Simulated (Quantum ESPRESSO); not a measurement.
# Ag (Fm-3m): coupling and resistivity with EPW

How strongly do phonons scatter the electrons of Ag (Fm-3m), and how dense must the meshes be?

Method: DFT PBE, scalar-relativistic, plane waves, PseudoDojo 0.4.1 norm-conserving pseudopotentials, in Quantum ESPRESSO 7.5.

**Measured values to reproduce.**

For Ag (bulk crystal), “CRC Handbook of Chemistry and Physics, 84th edition, Electrical Resistivity of Pure Metals” (2003, CRC Press, section 12, read from Wikipedia's data page) quotes earlier work: resistivity at 300 K 1.629 μΩ cm; resistivity at 500 K 2.87 μΩ cm.

“Introduction to Solid State Physics” (2005, C. Kittel, read from Wikipedia's page on electronic specific heat) quotes from earlier work for Ag (bulk crystal): Sommerfeld coefficient γ (electronic heat capacity coefficient) 0.646 mJ/(mol K²).

Report form: the programs' logs are mostly left out.

## (1) Starting point

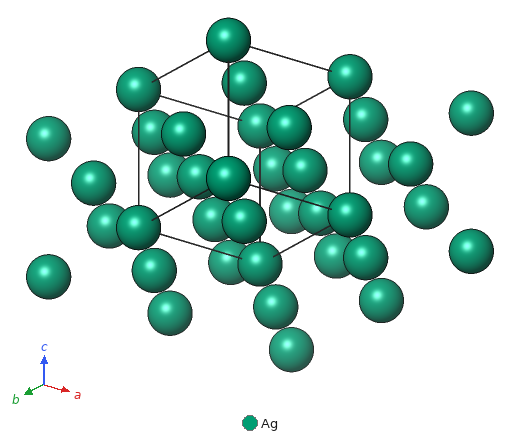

The cell as given, from a free direction (silver teal). 2×2×1 cells are drawn. This picture shows the conventional cell, with its axes. Some periodic images of atoms are drawn too.

## (2) Relaxation

The cell is relaxed under the functional used for all that follows.

relax.in

```
 &control
    calculation='vc-relax',
    prefix='x',
    outdir='./tmp',
    pseudo_dir='./pseudo',
    tprnfor=.true.,
    tstress=.true.,
    etot_conv_thr=1.0d-05,
    forc_conv_thr=4.0d-04,
 /
 &system
    ibrav=0,
    nat=1,
    ntyp=1,
    ecutwfc=82.0,
    occupations='smearing',
    smearing='mv',
    degauss=0.02,
 /
 &electrons
    conv_thr=1.0d-11,
 /
 &ions
 /
 &cell
    press_conv_thr=0.4,
 /
ATOMIC_SPECIES
 Ag    107.8682  Ag.upf
CELL_PARAMETERS angstrom
     0.000000000    2.042750000    2.042750000
     2.042750000    0.000000000    2.042750000
     2.042750000    2.042750000    0.000000000
ATOMIC_POSITIONS crystal
 Ag     0.000000000   0.000000000   0.000000000
K_POINTS automatic
 12 12 12 0 0 0
```

Launch:

```bash
> OMP_NUM_THREADS=1 mpirun -n 8 pw.x -nk 8 -in relax.in > relax.out
```

Run time: 16 s. Hardware: 8 MPI ranks of Arm Neoverse N1, shared host; 2.2 min of CPU time.

Numbers from this step:

```
free energy     : -4218.2762 eV
pressure        : 0.217 GPa
volume per atom : 17.80 Å³/atom
```

The volume ends at 17.80 Å³ an atom, +4.4 % from the start.

## (3) Ground state

Linear response needs a tightly converged ground state.

scf.in

```
 &control
    calculation='scf',
    prefix='x',
    outdir='./tmp',
    pseudo_dir='./pseudo',
    tprnfor=.true.,
    tstress=.true.,
 /
 &system
    ibrav=0,
    nat=1,
    ntyp=1,
    ecutwfc=82.0,
    occupations='smearing',
    smearing='mv',
    degauss=0.02,
 /
 &electrons
    conv_thr=1.0d-12,
 /
ATOMIC_SPECIES
 Ag    107.8682  Ag.upf
CELL_PARAMETERS angstrom
     0.000000000    2.072245200    2.072245200
     2.072245200    0.000000000    2.072245200
     2.072245200    2.072245200    0.000000000
ATOMIC_POSITIONS crystal
 Ag     0.000000000   0.000000000   0.000000000
K_POINTS automatic
 12 12 12 0 0 0
```

Launch:

```bash
> OMP_NUM_THREADS=1 mpirun -n 8 pw.x -nk 8 -in scf.in > scf.out
```

Wall time 4.4 s (8 MPI ranks); 34 s of CPU time.

This step gave:

| Item | Value |
| --- | --- |
| Fermi energy | 16.41 eV |
| pressure | 0.2160 GPa |

The Fermi level lies at 16.41 eV and the pressure is 0.22 GPa.

## (4) Phonons on the coarse mesh

ph.x gives the dynamical matrices and the changes of the potential on a coarse q mesh, which EPW interpolates.

ph.in

```
phonons
 &inputph
    prefix='x',
    outdir='./tmp',
    tr2_ph=1.0d-14,
    fildyn='x.dyn',
    fildvscf='dvscf',
    ldisp=.true.,
    nq1=4,
    nq2=4,
    nq3=4,
    alpha_mix(1)=0.5,
    amass(1)=107.8682,
 /
```

Launch:

```bash
> OMP_NUM_THREADS=1 mpirun -n 8 ph.x -nk 8 -in ph.in > ph.out
```

Elapsed: 18 min, on 8 MPI ranks.

Numbers from this step:

```
lowest frequency off the zone centre                                            : 48.79 cm⁻¹
largest magnitude of the acoustic modes at the zone centre, before the sum rule : 1.495 cm⁻¹
```

Frequencies at the irreducible wavevectors:

```
  q1    q2     q3  star  mode 1 (cm⁻¹)  mode 2 (cm⁻¹)  mode 3 (cm⁻¹)
   0     0      0     1            1.5            1.5            1.5
   0     0   0.25     8           48.8           48.8          114.5
   0     0    0.5     4           70.9           70.9          160.2
   0  0.25   0.25     6             74             74          116.5
   0  0.25    0.5    24           88.1          102.7          146.2
   0  0.25  -0.25    12           69.7          104.3          137.5
   0   0.5    0.5     3          105.5          105.5          157.3
0.25   0.5  -0.25     6          100.2          130.1          130.1
```

The lowest mode off the zone centre lies at 48.8 cm⁻¹ and the highest of all solved modes at 160 cm⁻¹, so the solved wavevectors are stable. The acoustic modes at the centre lie within 1.5 cm⁻¹ of zero before the sum rule is imposed.

## (5) Bands for the check

Bands on a path serve later as the test of the Wannier interpolation; inside the frozen window, points that lie on the coarse mesh match by construction, and those between them test it.

bands.in

```
 &control
    calculation='bands',
    prefix='x',
    outdir='./tmp',
    pseudo_dir='./pseudo',
    verbosity='high',
 /
 &system
    ibrav=0,
    nat=1,
    ntyp=1,
    ecutwfc=82.0,
    occupations='smearing',
    smearing='mv',
    degauss=0.02,
    nbnd=32,
 /
 &electrons
    conv_thr=1.0d-10,
 /
ATOMIC_SPECIES
 Ag    107.8682  Ag.upf
CELL_PARAMETERS angstrom
     0.000000000    2.072245200    2.072245200
     2.072245200    0.000000000    2.072245200
     2.072245200    2.072245200    0.000000000
ATOMIC_POSITIONS crystal
 Ag     0.000000000   0.000000000   0.000000000
K_POINTS crystal
41
 0.37500000 0.37500000 0.75000000 0.02439024
 0.34821429 0.34821429 0.69642857 0.02439024
 0.32142857 0.32142857 0.64285714 0.02439024
 0.29464286 0.29464286 0.58928571 0.02439024
[the list of k-points goes on]
```

Launch:

```bash
> OMP_NUM_THREADS=1 mpirun -n 8 pw.x -nk 8 -in bands.in > bands.out
```

Run time: 4.7 s. Hardware: 8 MPI ranks; 37 s of CPU time.

## (6) States on the coarse mesh

Wannier functions need the states on a full uniform k mesh, and the couplings need it to be a multiple of the q mesh.

nscf.in

```
 &control
    calculation='nscf',
    prefix='x',
    outdir='./tmp',
    pseudo_dir='./pseudo',
    verbosity='high',
 /
 &system
    ibrav=0,
    nat=1,
    ntyp=1,
    ecutwfc=82.0,
    occupations='smearing',
    smearing='mv',
    degauss=0.02,
    nbnd=32,
 /
 &electrons
    conv_thr=1.0d-11,
 /
ATOMIC_SPECIES
 Ag    107.8682  Ag.upf
CELL_PARAMETERS angstrom
     0.000000000    2.072245200    2.072245200
     2.072245200    0.000000000    2.072245200
     2.072245200    2.072245200    0.000000000
ATOMIC_POSITIONS crystal
 Ag     0.000000000   0.000000000   0.000000000
K_POINTS crystal
512
 0.00000000 0.00000000 0.00000000 0.00195312
 0.00000000 0.00000000 0.12500000 0.00195312
 0.00000000 0.00000000 0.25000000 0.00195312
 0.00000000 0.00000000 0.37500000 0.00195312
[the list of k-points goes on]
```

Launch:

```bash
> OMP_NUM_THREADS=1 mpirun -n 8 pw.x -nk 8 -in nscf.in > nscf.out
```

It took 41 s on 8 MPI ranks; 5.5 min of CPU time.

This step gave:

- Fermi energy: 16.35 eV

## (7) Wannier functions and couplings

Projections Ag s, p, d start 9 Wannier functions; states up to 2.5 eV over the Fermi level are frozen, and the projected functions are kept without the localisation step. Hamiltonian, force constants and couplings go to real space.

epw1.in

```
--
 &inputepw
    prefix='x',
    outdir='./tmp',
    dvscf_dir='./save',
    elph=.true.,
    etf_mem=1,
    nbndsub=9,
    bands_skipped='exclude_bands = 1-4',
    use_ws=.true.,
    vme='wannier',
    asr_typ='crystal',
    nk1=8,
    nk2=8,
    nk3=8,
    nq1=4,
    nq2=4,
    nq3=4,
    amass(1)=107.8682,
    epwwrite=.true.,
    epwread=.false.,
    wannierize=.true.,
    num_iter=0,
    dis_win_max=56.41,
    dis_froz_max=18.907,
    proj(1)='Ag:s;p;d',
    wdata(1)='dis_num_iter = 600',
    wdata(2)='guiding_centres = .true.',
    wdata(3)='num_print_cycles = 50',
    wdata(4)='dis_mix_ratio = 0.7',
    band_plot=.true.,
    filkf='path.dat',
    filqf='path.dat',
    fsthick=100.0,
    efermi_read=.true.,
    fermi_energy=16.4066,
 /
```

Launch:

```bash
> OMP_NUM_THREADS=1 mpirun -n 8 epw.x -nk 8 -in epw1.in > epw1.out
```

Wall time 9.2 min (8 MPI ranks).

Numbers from this step:

```yaml
r_m_s_error_of_the_interpolated_bands_from_2_ev_under_to_1_ev_over_the_fermi_level: 14.4 meV
largest_error_in_that_range: 33.3 meV
lowest_interpolated_frequency_on_the_path: 0 cm⁻¹
```

Electronic bands along the path, in eV, zero at the Fermi level; # counts the bands kept:

```
point     #3     #4     #5     #6     #7     #8     #9    #10
    K  -3.88  -3.38  -2.92   4.26   5.17   6.94  12.56  16.48
    Γ  -4.56  -4.56  -3.59  -3.59  16.16  19.44  19.44  19.44
    L  -4.58  -2.85  -2.85  -0.22   3.45  15.35  17.59  17.59
    W  -4.80  -3.58  -2.66   5.87   5.87   6.78   8.03  22.46
    X  -2.88  -2.66  -2.66   1.71   6.49  10.56  10.56  16.68
```

The same for Wannier interpolation:

```
point     #3     #4     #5     #6     #7     #8     #9
    K  -3.88  -3.38  -2.92   4.66   5.55   9.00  14.44
    Γ  -4.56  -4.56  -3.59  -3.59  23.93  23.93  23.93
    L  -4.58  -2.85  -2.85  -0.22   3.98  19.44  19.44
    W  -4.80  -3.58  -2.66   6.41   6.41   7.21  12.57
    X  -2.88  -2.66  -2.66   1.71   7.75  10.91  10.91
```

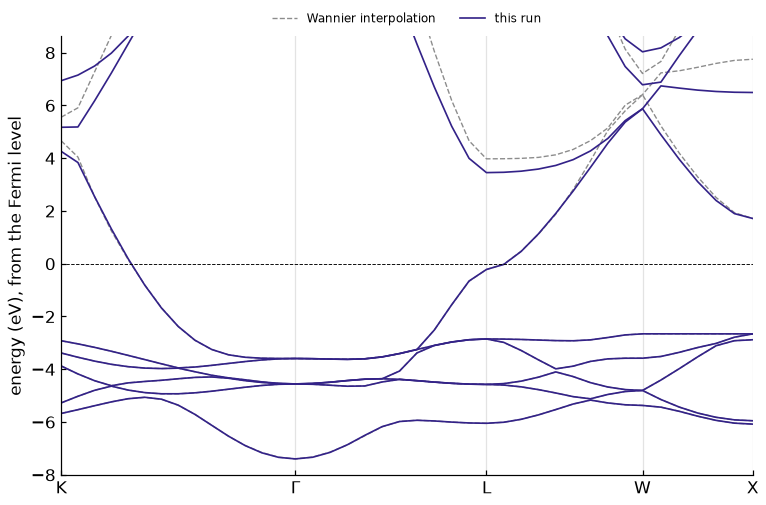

Electronic bands along the path; dashed: Wannier interpolation.

Phonon branches along the path, in cm⁻¹:

```
point  branch 1  branch 2  branch 3
    K        94       122       141
    Γ         0         0         0
    L        71        71       160
    W       100       130       130
    X       106       106       157
```

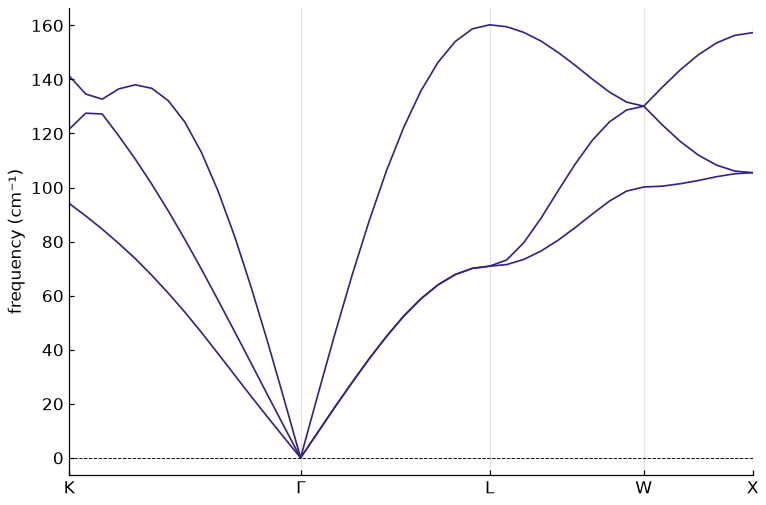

Phonon branches along the path.

Near the Fermi level the interpolated bands miss those of pw.x by 14 meV r.m.s. and 33 meV at most, each level matched to the nearest interpolated one; the r.m.s. value is under the 60 meV set for going on.

## (8) Coupling and Tc: fine k 20×20×20, q 10×10×10, width 0.15 eV, window 0.61 eV

The couplings are interpolated to a fine mesh near the Fermi level; their sum gives α²F and λ, and the linearised gap equation gives Tc.

a2f-1.in

```
--
 &inputepw
    prefix='x',
    outdir='./tmp',
    dvscf_dir='./save',
    elph=.true.,
    etf_mem=1,
    nbndsub=9,
    bands_skipped='exclude_bands = 1-4',
    use_ws=.true.,
    vme='wannier',
    asr_typ='crystal',
    nk1=8,
    nk2=8,
    nk3=8,
    nq1=4,
    nq2=4,
    nq3=4,
    amass(1)=107.8682,
    epwwrite=.false.,
    epwread=.true.,
    wannierize=.false.,
    nkf1=20,
    nkf2=20,
    nkf3=20,
    nqf1=10,
    nqf2=10,
    nqf3=10,
    mp_mesh_k=.true.,
    ephwrite=.true.,
    eliashberg=.true.,
    liso=.true.,
    limag=.true.,
    tc_linear=.true.,
    tc_linear_solver='lapack',
    fsthick=0.61,
    degaussw=0.15,
    degaussq=0.5,
    nqstep=500,
    muc=0.13,
    wscut=0.3,
    nsiter=500,
    nstemp=7,
    temps=0.5 1.0 2.0 4.0 8.0 16.0 32.0,
 /
```

Launch:

```bash
> OMP_NUM_THREADS=1 mpirun -n 8 epw.x -nk 8 -in a2f-1.in > a2f-1.out
```

The job ended after 3.7 min (8 MPI ranks).

Numbers from this step:

| Item | Value |
| --- | --- |
| coupling constant λ | 0.1302 |
| log mean phonon energy ħω_log | 11.99 meV |
| density of states at the Fermi level | 0.09682 states/eV a spin and cell |
| Fermi level on the fine mesh | 16.47 eV |

The a2F has structure finer than the step of the table below, so its rows give means over 1 meV, whole bins alone (the curve runs from 0.044 to 21.7 meV). Peaks (meV: height): 10.0: 0.0714, 14.2: 0.102, 17.5: 0.115.

Table of a2F by phonon energy; means over each step:

```
phonon energy (meV)      a2F
                  1   2.9e-6
                  2   5.3e-4
                  3   9.0e-4
                  4  0.00168
                  5  0.00782
                  6   0.0133
                  7   0.0194
                  8   0.0211
                  9   0.0392
                 10   0.0673
                 11   0.0587
                 12   0.0617
                 13   0.0608
                 14   0.0874
                 15   0.0603
                 16   0.0798
                 17    0.102
                 18   0.0912
                 19   0.0434
                 20   0.0109
                 21   1.8e-4
```

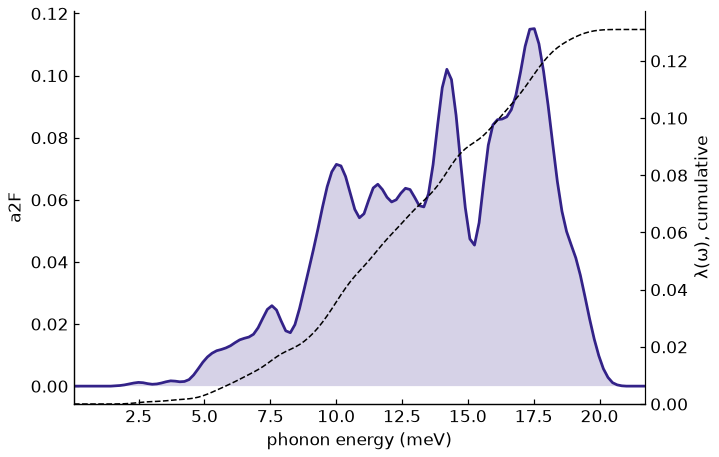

A2F against phonon energy. The dashed line is the running λ.

λ = 0.130 and ħω_log = 12.0 meV. λ lies under μ*(1 + 0.62 λ), so McMillan's formula has no transition, whatever the log prints for it. The eigenvalue stays under 1 down to 0.5 K.

## (9) Resistivity: fine k 24×24×24, q 12×12×12, adaptive width, window 0.32 eV

The Boltzmann equation is solved by iteration on a fine mesh; only states within the window around the Fermi level enter.

bte-1.in

```
--
 &inputepw
    prefix='x',
    outdir='./tmp',
    dvscf_dir='./save',
    elph=.true.,
    etf_mem=1,
    nbndsub=9,
    bands_skipped='exclude_bands = 1-4',
    use_ws=.true.,
    vme='wannier',
    asr_typ='crystal',
    nk1=8,
    nk2=8,
    nk3=8,
    nq1=4,
    nq2=4,
    nq3=4,
    amass(1)=107.8682,
    epwwrite=.false.,
    epwread=.true.,
    wannierize=.false.,
    nkf1=24,
    nkf2=24,
    nkf3=24,
    nqf1=12,
    nqf2=12,
    nqf3=12,
    mp_mesh_k=.true.,
    scattering=.true.,
    iterative_bte=.true.,
    epmatkqread=.false.,
    assume_metal=.true.,
    int_mob=.false.,
    carrier=.false.,
    ngaussw=-99,
    mob_maxiter=200,
    broyden_beta=0.7,
    fsthick=0.32,
    degaussw=0.0,
    nstemp=6,
    temps=150 200 273 300 400 500,
    restart=.false.,
    selecqread=.false.,
 /
```

Launch:

```bash
> OMP_NUM_THREADS=1 mpirun -n 8 epw.x -nk 8 -in bte-1.in > bte-1.out
```

Elapsed: 4.5 min, on 8 MPI ranks.

This step gave:

```
iterations           : 23
resistivity at 300 K : 1.706 μΩ cm
```

Resistivity, by row:

```
T (K)  rho_xx (μΩ cm)  rho_yy  rho_zz  relaxation-time approximation, mean of the axes (μΩ cm)
  150          0.9571  0.9571  0.9571                                                    1.036
  200           1.201   1.201   1.201                                                    1.298
  273            1.56    1.56    1.56                                                    1.686
  300           1.706   1.706   1.706                                                    1.843
  400           2.269   2.269   2.269                                                    2.447
  500           2.825   2.825   2.825                                                     3.04
```

ρ(300 K) = 1.71 μΩ cm; the relaxation-time start gave 1.84. One mesh does not show convergence. The largest adaptive width printed is 0.54 eV, against a window of 0.32 eV outside which no state is counted.

## (10) Coupling and Tc, input with a fault, fine q mesh 14×14×14, fine mesh 14×14×14

A variant of the settings follows.

bad.in

```
--
 &inputepw
    prefix='x',
    outdir='./tmp',
    dvscf_dir='./save',
    elph=.true.,
    etf_mem=1,
    nbndsub=9,
    bands_skipped='exclude_bands = 1-4',
    use_ws=.true.,
    vme='wannier',
    asr_typ='crystal',
    nk1=8,
    nk2=8,
    nk3=8,
    nq1=4,
    nq2=4,
    nq3=4,
    amass(1)=107.8682,
    epwwrite=.false.,
    epwread=.true.,
    wannierize=.false.,
    nkf1=14,
    nkf2=14,
    nkf3=14,
    nqf1=14,
    nqf2=14,
    nqf3=14,
    mp_mesh_k=.true.,
    ephwrite=.true.,
    eliashberg=.true.,
    liso=.true.,
    limag=.true.,
    tc_linear=.true.,
    tc_linear_solver='lapack',
    fsthick=0.4,
    degaussw=0.6,
    degaussq=0.5,
    nqstep=500,
    muc=0.13,
    wscut=0.3,
    nsiter=500,
    nstemp=7,
    temps=0.5 1.0 2.0 4.0 8.0 16.0 32.0,
 /
```

Launch:

```bash
> OMP_NUM_THREADS=1 mpirun -n 8 epw.x -nk 8 -in bad.in > bad.out
```

Elapsed: 0.61 s, on 8 MPI ranks.

The input was rejected at the start.

The program's message: “Error in routine readin (1): degaussw too close to fsthick”

The fault put into the input: a delta width larger than the window.

## (11) Resistivity: fine k 32×32×32, q 16×16×16, adaptive width, window 0.32 eV

At these temperatures only states within a few k_B T of the Fermi level carry current, so the mesh must be dense; it is refined.

bte-2.in

```
--
 &inputepw
    prefix='x',
    outdir='./tmp',
    dvscf_dir='./save',
    elph=.true.,
    etf_mem=1,
    nbndsub=9,
    bands_skipped='exclude_bands = 1-4',
    use_ws=.true.,
    vme='wannier',
    asr_typ='crystal',
    nk1=8,
    nk2=8,
    nk3=8,
    nq1=4,
    nq2=4,
    nq3=4,
    amass(1)=107.8682,
    epwwrite=.false.,
    epwread=.true.,
    wannierize=.false.,
    nkf1=32,
    nkf2=32,
    nkf3=32,
    nqf1=16,
    nqf2=16,
    nqf3=16,
    mp_mesh_k=.true.,
    scattering=.true.,
    iterative_bte=.true.,
    epmatkqread=.false.,
    assume_metal=.true.,
    int_mob=.false.,
    carrier=.false.,
    ngaussw=-99,
    mob_maxiter=200,
    broyden_beta=0.7,
    fsthick=0.32,
    degaussw=0.0,
    nstemp=6,
    temps=150 200 273 300 400 500,
    restart=.false.,
    selecqread=.false.,
 /
```

Launch:

```bash
> OMP_NUM_THREADS=1 mpirun -n 8 epw.x -nk 8 -in bte-2.in > bte-2.out
```

Run time: 11 min. Hardware: 8 MPI ranks; 1.5 h of CPU time.

This step gave:

```
iterations           : 24
resistivity at 300 K : 1.670 μΩ cm
```

Resistivity, by row:

```
T (K)  rho_xx (μΩ cm)  rho_yy  rho_zz  relaxation-time approximation, mean of the axes (μΩ cm)
  150          0.8914  0.8914  0.8914                                                    0.961
  200           1.149   1.149   1.149                                                    1.237
  273           1.529   1.529   1.529                                                    1.646
  300            1.67    1.67    1.67                                                    1.798
  400           2.195   2.195   2.195                                                    2.363
  500           2.729   2.729   2.729                                                    2.937
```

ρ(300 K) = 1.67 μΩ cm, against 1.71 before (-2 %); the relaxation-time start gave 1.80. The largest adaptive width printed is 0.40 eV, against a window of 0.32 eV outside which no state is counted.

## (12) Coupling and Tc: fine k 32×32×32, q 16×16×16, width 0.1 eV, window 0.41 eV

The sum is repeated with other meshes, delta width and window to test it.

a2f-2.in

```
--
 &inputepw
    prefix='x',
    outdir='./tmp',
    dvscf_dir='./save',
    elph=.true.,
    etf_mem=1,
    nbndsub=9,
    bands_skipped='exclude_bands = 1-4',
    use_ws=.true.,
    vme='wannier',
    asr_typ='crystal',
    nk1=8,
    nk2=8,
    nk3=8,
    nq1=4,
    nq2=4,
    nq3=4,
    amass(1)=107.8682,
    epwwrite=.false.,
    epwread=.true.,
    wannierize=.false.,
    nkf1=32,
    nkf2=32,
    nkf3=32,
    nqf1=16,
    nqf2=16,
    nqf3=16,
    mp_mesh_k=.true.,
    ephwrite=.true.,
    eliashberg=.true.,
    liso=.true.,
    limag=.true.,
    tc_linear=.true.,
    tc_linear_solver='lapack',
    fsthick=0.41,
    degaussw=0.1,
    degaussq=0.5,
    nqstep=500,
    muc=0.13,
    wscut=0.3,
    nsiter=500,
    nstemp=7,
    temps=0.5 1.0 2.0 4.0 8.0 16.0 32.0,
 /
```

Launch:

```bash
> OMP_NUM_THREADS=1 mpirun -n 8 epw.x -nk 8 -in a2f-2.in > a2f-2.out
```

Elapsed: 11 min, on 8 MPI ranks.

The run ended with an error.

The program's message: “Error in routine estimate_tc_gap (1): initial guess for gap edge should be > 0.d0”

## (13) Coupling and Tc: fine k 32×32×32, q 16×16×16, width 0.1 eV, window 0.41 eV (run 2)

The stored couplings are read again with μ* set to zero, since McMillan's estimate at μ* = 0.13 was zero and stopped the run before; so the program runs through and adds ω_log; the Tc values of this log are for μ* = 0.

a2f-2b.in, as its differences from a2f-2.in of step 12:

```diff
@@ -5,3 +5,3 @@
     dvscf_dir='./save',
-    elph=.true.,
+    elph=.false.,
     etf_mem=1,
@@ -29,3 +29,4 @@
     mp_mesh_k=.true.,
-    ephwrite=.true.,
+    ephwrite=.false.,
+    ep_coupling=.false.,
     eliashberg=.true.,
@@ -39,3 +40,3 @@
     nqstep=500,
-    muc=0.13,
+    muc=0.0,
     wscut=0.3,
```

Launch:

```bash
> OMP_NUM_THREADS=1 mpirun -n 8 epw.x -nk 8 -in a2f-2b.in > a2f-2b.out
```

Wall time 49 s (8 MPI ranks); 6.5 min of CPU time.

Numbers from this step:

```
coupling constant λ                  : 0.1701
log mean phonon energy ħω_log        : 12.02 meV
density of states at the Fermi level : 0.1621 states/eV a spin and cell
Fermi level on the fine mesh         : 16.54 eV
```

The a2F has structure finer than the step of the table below, so its rows give means over 2 meV, whole bins alone (the curve runs from 0.044 to 21.7 meV). Peaks (meV: height): 12.3: 0.130, 17.7: 0.183.

A2F against phonon energy; means over each step:

```
phonon energy (meV)      a2F
                  2   7.5e-4
                  4  0.00656
                  6   0.0101
                  8   0.0276
                 10   0.0644
                 12    0.116
                 14   0.0844
                 16   0.0765
                 18    0.143
                 20   0.0153
```

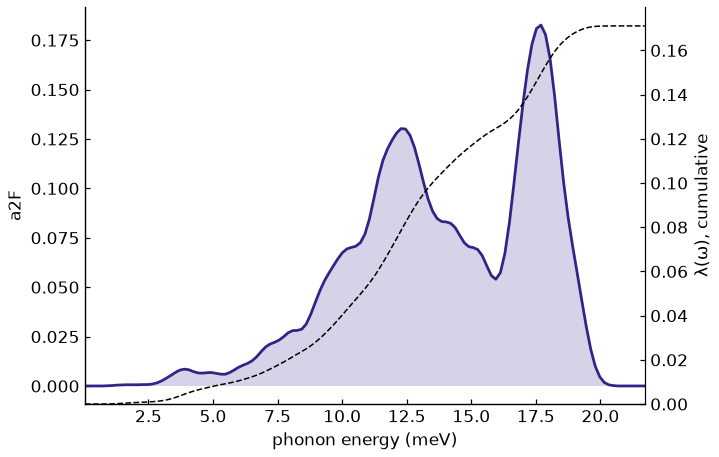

A2F, plotted against phonon energy. The dashed line is the running λ.

λ = 0.170 and ħω_log = 12.0 meV, against 0.130 and 12.0 with fine k 20×20×20, q 10×10×10, width 0.15 eV (+31 % in λ).

(Continued in part 2 of 2.)

[The logs of pw.x and epw.x are selected lines.]

[Logs are printed without paths, hosts, clocks, repeated set-up lines and the standing remarks that a program may print on its own settings, such as how far it seeks lower states.]

[Hosts, paths, dates, database ids (printed as entryN), source tags and the programs' standing remarks are cut or masked in the printed files.]
